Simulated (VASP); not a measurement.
Band structure of TlSbTe2 (space group R-3m). Level of theory: PBE GGA, VASP's PBE PAW potentials (set 64) (plane waves; VASP).

Unless said otherwise, spin-orbit coupling is left out, though it shifts the bands of the heavy elements here.

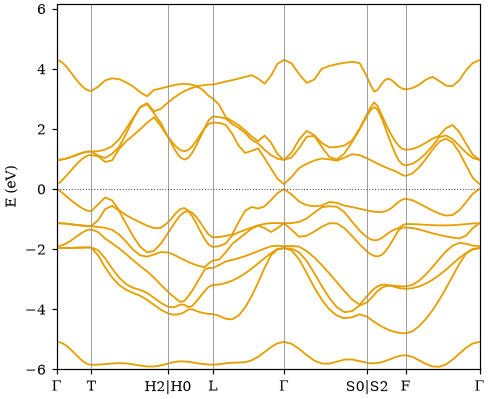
Fig. 1. Bands along high-symmetry lines, zero at the valence-band maximum or, without a gap, the Fermi level

### Question
Read the plot: is there a gap, and where are the band edges?

### Answer
The gap is direct, 0.17 eV, from the valence maximum at Γ to the conduction minimum at Γ. (Edges off the drawn lines would not show.)

The structure comes from a computed database's TlSbTe2 entry (R-3m); how it stands against other phases isn't given here. It was relaxed first.
